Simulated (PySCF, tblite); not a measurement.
# C₆H₁₀FNSi: geometry, infrared bands and NMR shifts

What infrared bands and NMR shifts should C₆H₁₀FNSi (`N#C[C@@H]1CC[SiH2][C@H]1CF`) show?

The runs use tblite 0.8.0 and PySCF 2.14.0, with density-fitted response routines of our own; the level of theory stands in each step. All values are computed, except where a source is named. Atoms count from 0, in the outputs and in this text.

## (1) The molecule as given

19 atoms, charge 0, multiplicity 1; geometry from: force field or distance geometry start.

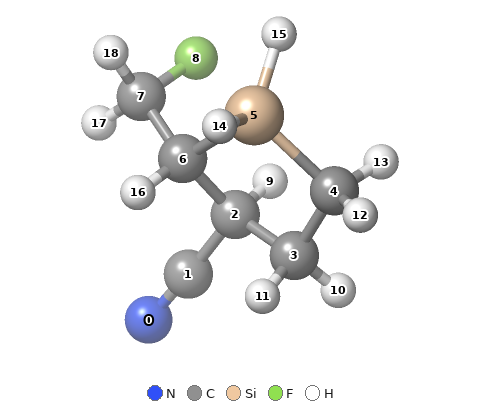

The starting geometry (nitrogen blue, carbon grey, silicon light orange, fluorine green, hydrogen white), atoms numbered.

## (2) Relaxing the molecule with GFN2-xTB

Job settings and geometry (Å):

```
{"job": {"kind": "relax", "xc": "GFN2-xTB", "basis": "xTB"}, "charge": 0, "multiplicity": 1}
N      0.713500     3.334300     0.730200
C      0.375900     2.315400     0.288300
C     -0.005500     0.991100    -0.226800
C     -1.523600     0.751100    -0.007100
C     -1.834300    -0.710300    -0.399900
Si    -0.336500    -1.726200     0.186200
C      0.769800    -0.146800     0.477000
C      2.201000    -0.284600    -0.024800
F      2.183300    -0.397500    -1.383300
H      0.171800     0.972200    -1.307600
H     -2.141600     1.441900    -0.577200
H     -1.780500     0.893200     1.061700
H     -2.773300    -1.059500     0.046800
H     -1.900500    -0.788200    -1.499900
H     -0.597000    -2.393100     1.485000
H      0.194800    -2.606700    -0.865900
H      0.785700     0.015000     1.569700
H      2.795000     0.582600     0.226900
H      2.691900    -1.174700     0.378100
```

On the command line:

```bash
OMP_NUM_THREADS=1 python probes_run.py task.json out
```

One launch serves the whole session: the jobs run in the order shown.

What it wrote:

```text
step      E/eV     max force
  0    -742.59954    2.134
  1    -742.59096    5.115
  2    -742.67420    0.574
  3    -742.68786    0.411
  4    -742.70393    0.188
  5    -742.70856    0.159
  6    -742.71343    0.119
  7    -742.71664    0.104
  8    -742.71911    0.111
  9    -742.72075    0.095
 10    -742.72217    0.084
 11    -742.72352    0.093
 12    -742.72480    0.089
 13    -742.72588    0.076
 14    -742.72684    0.078
 15    -742.72781    0.086
 16    -742.72890    0.079
 17    -742.73003    0.076
 18    -742.73108    0.076
 19    -742.73209    0.086
 20    -742.73320    0.095
 21    -742.73450    0.090
 22    -742.73595    0.077
 23    -742.73736    0.069
 24    -742.73850    0.069
 25    -742.73940    0.062
 26    -742.74026    0.064
 27    -742.74106    0.053
 28    -742.74164    0.045
 29    -742.74201    0.042
 30    -742.74233    0.039
 31    -742.74273    0.040
 32    -742.74311    0.036
 33    -742.74334    0.033
 34    -742.74344    0.024
 35    -742.74351    0.024
 36    -742.74359    0.019
 37    -742.74367    0.016
 38    -742.74371    0.012
 39    -742.74373    0.011
 40    -742.74376    0.012
 41    -742.74379    0.012
 42    -742.74382    0.009
```

Run time: 0.58 s. Hardware: 1 thread of Arm Neoverse N1, shared host; peak memory 0.18 GiB.

Relaxation path: (not every step is listed) (the energy doesn't fall at every step)

```
step  energy from step 0 (eV)  largest force (eV/Å)
   0                   0.0000                2.1339
   1                   0.0086                5.1151
   2                  -0.0747                0.5740
   3                  -0.0883                0.4109
   4                  -0.1044                0.1878
   5                  -0.1090                0.1594
   6                  -0.1139                0.1189
   7                  -0.1171                0.1040
   8                  -0.1196                0.1110
  10                  -0.1226                0.0842
  12                  -0.1253                0.0889
  14                  -0.1273                0.0782
  16                  -0.1294                0.0790
  18                  -0.1315                0.0759
  20                  -0.1337                0.0948
  22                  -0.1364                0.0774
  24                  -0.1390                0.0688
  26                  -0.1407                0.0645
  28                  -0.1421                0.0455
  30                  -0.1428                0.0393
  32                  -0.1436                0.0362
  34                  -0.1439                0.0241
  36                  -0.1440                0.0191
  37                  -0.1441                0.0162
  38                  -0.1442                0.0124
  39                  -0.1442                0.0110
  40                  -0.1442                0.0117
  41                  -0.1442                0.0119
  42                  -0.1443                0.0093
```

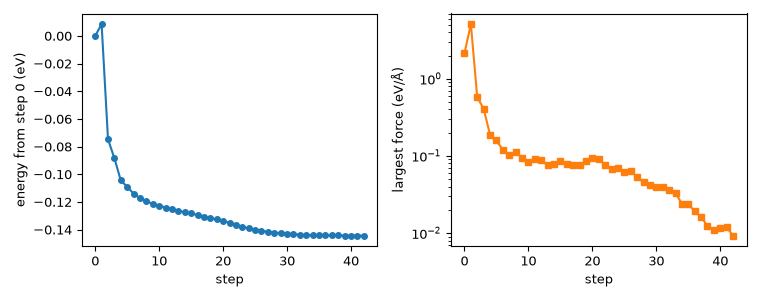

Energy and force, step by step.

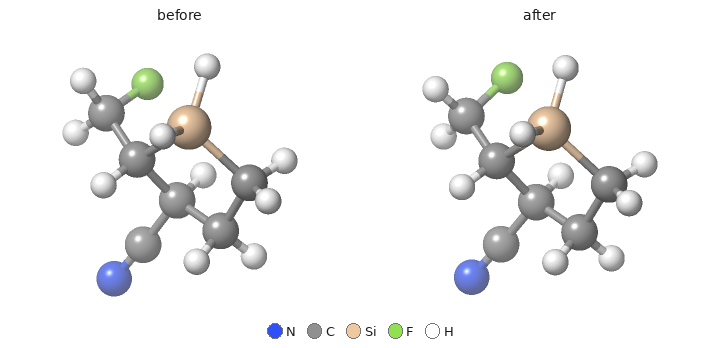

The geometry before (left) and after (right).

Distances of close pairs at the start and the end, largest changes first:

```
   bond  before (Å)  after (Å)  change (Å)
  C1–C2       1.471      1.440      -0.032
 Si5–C6       1.950      1.922      -0.028
Si5–H14       1.483      1.465      -0.018
  C2–C3       1.553      1.535      -0.018
  N0–C1       1.161      1.144      -0.017
 C7–H17       1.081      1.097      +0.016
 C3–H11       1.108      1.093      -0.016
  C7–F8       1.363      1.378      +0.015
```

The next job starts from the end point, and lists it.

## (3) Vibrational analysis with GFN2-xTB

Job settings and geometry (Å):

```
{"job": {"kind": "ir", "xc": "GFN2-xTB", "basis": "xTB"}, "charge": 0, "multiplicity": 1}
N      0.742679     3.246519     0.768726
C      0.392514     2.253556     0.320719
C     -0.025845     0.978567    -0.200410
C     -1.528224     0.744393     0.007757
C     -1.836967    -0.693029    -0.417365
Si    -0.338624    -1.717362     0.167418
C      0.746122    -0.163624     0.491688
C      2.169819    -0.258202    -0.023063
F      2.175776    -0.647992    -1.344777
H      0.195516     0.952401    -1.274450
H     -2.114398     1.470558    -0.559381
H     -1.764035     0.877576     1.066415
H     -2.788990    -1.018571    -0.003785
H     -1.932913    -0.740735    -1.502885
H     -0.564995    -2.439357     1.421750
H      0.220067    -2.579198    -0.868299
H      0.808443     0.050984     1.562616
H      2.692202     0.705314     0.018991
H      2.742050    -1.012548     0.525677
```

What it wrote:

```text
mode    cm-1     km/mol
  1      54.5      4.08
  2      89.7      3.62
  3     128.2      9.41
  4     134.2      1.27
  5     180.8      4.68
  6     270.3      2.60
  7     280.8      7.14
  8     358.1      7.16
  9     431.1     12.49
 10     481.7     28.67
 11     498.8      6.76
 12     513.4      7.26
 13     536.3     11.37
 14     598.4     16.67
 15     661.1    144.85
 16     706.0     34.89
 17     740.2     80.93
 18     769.0    238.31
 19     782.5     97.91
 20     856.3      2.41
 21     943.0      4.19
 22     963.9     65.54
 23     991.1     14.15
 24    1031.4      3.46
 25    1057.7      0.85
 26    1085.1     24.74
 27    1107.3     21.81
 28    1137.9      8.90
 29    1154.4      8.26
 30    1180.4     21.43
 31    1217.9      4.93
 32    1241.5     11.10
 33    1259.6      0.88
 34    1273.4      1.53
 35    1306.4      1.39
 36    1329.5      9.54
 37    1334.0      7.87
 38    1456.7      0.79
 39    1476.6      2.90
 40    1497.2      1.46
 41    2263.6    331.58
 42    2320.0    256.71
 43    2401.9    227.84
 44    2920.8      8.60
 45    2926.8     30.45
 46    2946.9     17.71
 47    2956.9     42.58
 48    2967.3     26.86
 49    2984.4     31.17
 50    2985.8     57.99
 51    3018.8     27.91
```

It took 1.4 s on 1 thread of Arm Neoverse N1, shared host; peak memory 0.18 GiB.

Which atoms move in the most intense modes:

```
cm⁻¹  km/mol                        atoms
 661   144.8           H15 43 %, H14 35 %
 740    80.9            C6 41 %, Si5 21 %
 769   238.3           H14 44 %, H15 41 %
 782    97.9  C4 31 %, H12 29 %, H13 10 %
 964    65.5   C7 32 %, F8 28 %, H16 23 %
2264   331.6                     H14 97 %
2320   256.7                     H15 97 %
2402   227.8             C1 60 %, N0 39 %
```

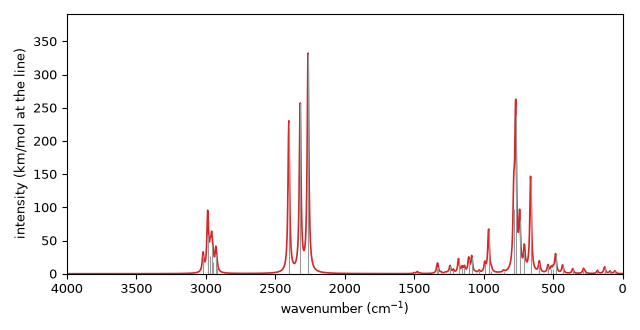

The infrared spectrum from these modes, unscaled. Lines are broadened to a width of 14 cm⁻¹ (Lorentzian).

## (4) Nuclear shieldings: PBE0/pcSseg-1

Settings changed since step 3:

```diff
@@ -1,2 +1,2 @@
-{"job": {"kind": "ir", "xc": "GFN2-xTB", "basis": "xTB"}, "charge": 0, "multiplicity": 1}
+{"job": {"kind": "nmr", "xc": "PBE0", "basis": "pcSseg-1"}, "charge": 0, "multiplicity": 1}
 N      0.742679     3.246519     0.768726
```

Method: GIAO PBE0/pcSseg-1 NMR shielding, non-relativistic, gas phase.

What it wrote:

```text
coarse grid: 16488 points
cycle   1  E = -677.9715141828  dE =  1.103e+00  |g| = 6.301e-01  |ddm| = 3.963e+00
cycle   2  E = -677.8289242853  dE =  1.426e-01  |g| = 1.068e+00  |ddm| = 1.372e+00
cycle   3  E = -678.0458470690  dE = -2.169e-01  |g| = 2.072e-01  |ddm| = 9.175e-01
cycle   4  E = -678.0543210406  dE = -8.474e-03  |g| = 6.831e-02  |ddm| = 1.904e-01
cycle   5  E = -678.0552530759  dE = -9.320e-04  |g| = 1.382e-02  |ddm| = 6.464e-02
cycle   6  E = -678.0552906227  dE = -3.755e-05  |g| = 3.857e-03  |ddm| = 1.499e-02
cycle   7  E = -678.0552936206  dE = -2.998e-06  |g| = 1.187e-03  |ddm| = 4.119e-03
final grid: 155496 points
cycle   8  E = -678.1140825095  dE = -4.451e-05  |g| = 9.264e-03  |ddm| = 3.443e-02
cycle   9  E = -678.1140686820  dE =  1.383e-05  |g| = 1.242e-02  |ddm| = 1.803e-02
cycle  10  E = -678.1141027227  dE = -3.404e-05  |g| = 1.083e-03  |ddm| = 1.019e-02
cycle  11  E = -678.1141029096  dE = -1.868e-07  |g| = 4.027e-04  |ddm| = 1.158e-03
cycle  12  E = -678.1141029308  dE = -2.125e-08  |g| = 2.250e-04  |ddm| = 3.938e-04
cycle  13  E = -678.1141029412  dE = -1.036e-08  |g| = 4.803e-05  |ddm| = 1.807e-04
cycle  14  E = -678.1141029416  dE = -4.666e-10  |g| = 1.217e-05  |ddm| = 5.460e-05
converged SCF energy = -678.1141029416

GIAO shielding tensors (ppm)
atom      isotropic    diamagn.    paramagn.     s11        s22        s33       span
  0 N      -29.182     341.132    -370.313   -197.111   -184.853    294.418    491.530
  1 C       59.656     259.773    -200.117    -60.720    -55.482    295.169    355.889
  2 C      154.797     250.707     -95.910    126.666    161.023    176.701     50.035
  3 C      149.861     247.004     -97.143    121.879    157.682    170.021     48.143
  4 C      177.262     251.798     -74.536    160.442    172.790    198.554     38.111
  5 Si     383.058     880.006    -496.948    329.867    385.608    433.699    103.833
  6 C      148.573     252.899    -104.326    138.769    143.199    163.752     24.984
  7 C      103.390     238.942    -135.552     67.268     86.384    156.518     89.250
  8 F      421.598     475.403     -53.805    375.390    423.297    466.107     90.717
  9 H       29.267      31.508      -2.241     26.862     27.711     33.228      6.366
 10 H       29.200      29.665      -0.465     23.601     27.919     36.080     12.479
 11 H       30.024      31.162      -1.139     25.481     29.049     35.542     10.061
 12 H       30.600      28.944       1.657     25.537     27.348     38.917     13.380
 13 H       30.756      30.199       0.557     26.190     27.743     38.335     12.145
 14 H       27.431      29.103      -1.672     24.051     24.712     33.531      9.480
 15 H       27.294      28.871      -1.578     23.292     25.833     32.757      9.466
 16 H       30.300      33.002      -2.703     27.234     28.290     35.375      8.142
 17 H       26.489      28.296      -1.807     21.983     26.993     30.492      8.509
 18 H       26.801      27.847      -1.046     22.396     26.282     31.724      9.328
```

Wall time 72 s (1 thread of Arm Neoverse N1, shared host); peak memory 1 GiB.

Shifts follow as δ = σ(reference) − σ, with reference shieldings (ppm) from runs at the same level and on the same kind of geometry: 1H TMS 31.72, 13C TMS 186.9, 29Si TMS 349.2, 19F CFCl3 170.9, 15N NH3 267.7. The references are single molecules in the gas phase, so shifts against H2O, NH3, PH3, H3PO4 or CFCl3 are not on the usual liquid scales and can be off by tens of ppm.

```
atoms                                                environment  σ (ppm)  δ (ppm)  δ scaled to CDCl3
   C1                                             nitrile carbon     59.7    127.3              122.3
   C7                                        sp3 CH2 bonded to F    103.4     83.5               79.6
   C6                                        sp3 CH bonded to Si    148.6     38.4               35.5
   C3                                          sp3 CH2 in a ring    149.9     37.1               34.3
   C2                                      sp3 CH α to a nitrile    154.8     32.1               29.4
   C4                                       sp3 CH2 bonded to Si    177.3      9.7                7.5
  H17                         hydrogen on an sp3 CH2 bonded to F    26.49     5.23               5.03
  H18                         hydrogen on an sp3 CH2 bonded to F    26.80     4.92               4.74
  H15  hydrogen on a silicon bonded to 2 C, in a 5-membered ring    27.29     4.42                  –
  H14  hydrogen on a silicon bonded to 2 C, in a 5-membered ring    27.43     4.29                  –
  H10                           hydrogen on an sp3 CH2 in a ring    29.20     2.52               2.48
   H9                       hydrogen on an sp3 CH α to a nitrile    29.27     2.45               2.41
  H11                           hydrogen on an sp3 CH2 in a ring    30.02     1.69               1.70
  H16                         hydrogen on an sp3 CH bonded to Si    30.30     1.42               1.44
  H12                        hydrogen on an sp3 CH2 bonded to Si    30.60     1.12               1.16
  H13                        hydrogen on an sp3 CH2 bonded to Si    30.76     0.96               1.01
   N0                                           nitrile nitrogen    -29.2    296.9                  –
  Si5           silicon bonded to 2 C, 2 H, in a 5-membered ring    383.1    -33.9                  –
   F8                                  fluorine on an sp3 carbon    421.6   -250.7                  –
```

The scaled column applies a straight-line fit of computed shieldings to shifts measured in CDCl3, and one for carbons that bear F (root-mean-square error 0.16 ppm for H, 1.9 ppm for C).

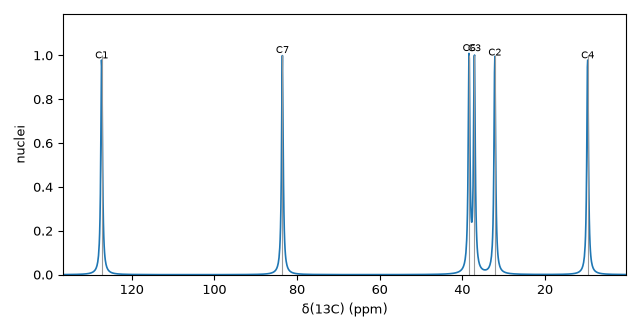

13C lines at the computed shifts, without couplings. Lines are broadened to a width of 0.47 ppm (Lorentzian).

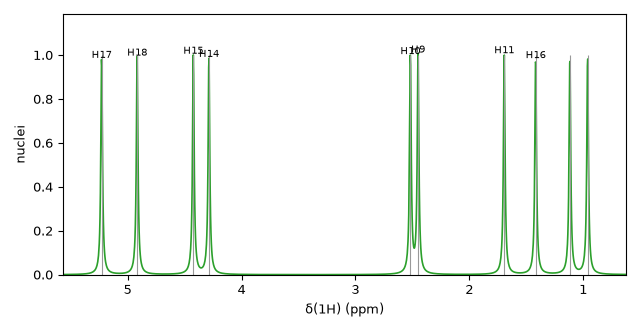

1H lines at the computed shifts, without couplings. Lines are broadened to a width of 0.02 ppm (Lorentzian).

The run also stored atomic charges by several schemes (e):

```
atoms  Mulliken    IAO  Hirshfeld  ESP fit
   N0     -0.25  -0.26      -0.23    -0.45
   C1      0.16   0.14       0.09     0.22
   C2     -0.31  -0.15      -0.01     0.12
   C3     -0.14  -0.24      -0.06    -0.10
   C4     -0.52  -0.54      -0.16    -0.33
  Si5      0.70   0.73       0.35     0.39
   C6     -0.57  -0.38      -0.11    -0.05
   C7      0.24   0.04       0.02    -0.06
   F8     -0.34  -0.33      -0.11    -0.23
```

Mulliken charges:

N0 -0.25; C1 0.16; C2 -0.31; C3 -0.14; C4 -0.52; Si5 0.70; C6 -0.57; C7 0.24; F8 -0.34; H9 0.17; H10 0.14; H11 0.13; H12 0.15; H13 0.15; H14 -0.07; H15 -0.05; H16 0.16; H17 0.13; H18 0.12

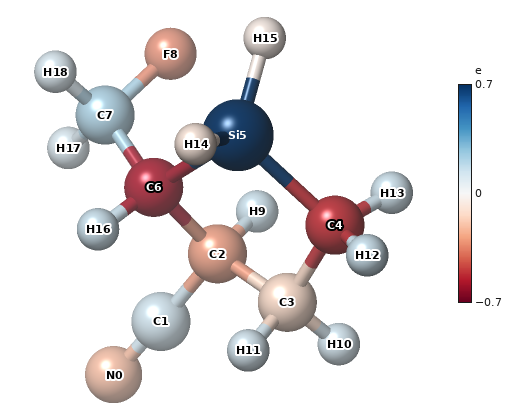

Mulliken charges, as colours on the atoms.

Mayer bond orders: N0–C1 3.07, C1–C2 0.99, C2–C3 0.99, C3–C4 1.04, C4–Si5 0.92, Si5–C6 0.83, C6–C7 1.04, C7–F8 0.87, C6–C2 0.94.

Ring of atoms C2, C3, C4, Si5, C6: NICS(0) -5.5, NICS(1) -4.1, NICS(1)zz -1.4 ppm (means of both faces).

## (5) Summary of results

| quantity | value |
| --- | --- |
| strongest single infrared mode (GFN2-xTB) | 2264 cm⁻¹, 332 km/mol |
| zero-point energy (GFN2-xTB) | 91.2 kcal/mol |
| 13C shifts against TMS (PBE0/pcSseg-1) | 127.3, 83.5, 38.4, 37.1, 32.1, 9.7 ppm |
| 1H shifts against TMS (PBE0/pcSseg-1) | 5.23, 4.92, 4.42, 4.29, 2.52, 2.45, 1.69, 1.42, 1.12, 0.96 ppm |
| 15N shifts against NH3 (PBE0/pcSseg-1) | 296.9 ppm |
| 29Si shifts against TMS (PBE0/pcSseg-1) | -33.9 ppm |
| 19F shifts against CFCl3 (PBE0/pcSseg-1) | -250.7 ppm |

Over 42 steps the energy fell by 0.144 eV; of the close pairs, C1–C2 changed most, 1.471 to 1.440 Å. No mode is imaginary among the 51: a minimum at this level. The strongest single mode, at 2264 cm⁻¹, moves mainly H14. GFN2-xTB is a fitted tight-binding method: band positions and strengths are rough. Its intensities can rank the bands wrongly. At PBE0/pcSseg-1: Shielding is most anisotropic at N0 (span 492 ppm, paramagnetic term -370 ppm).
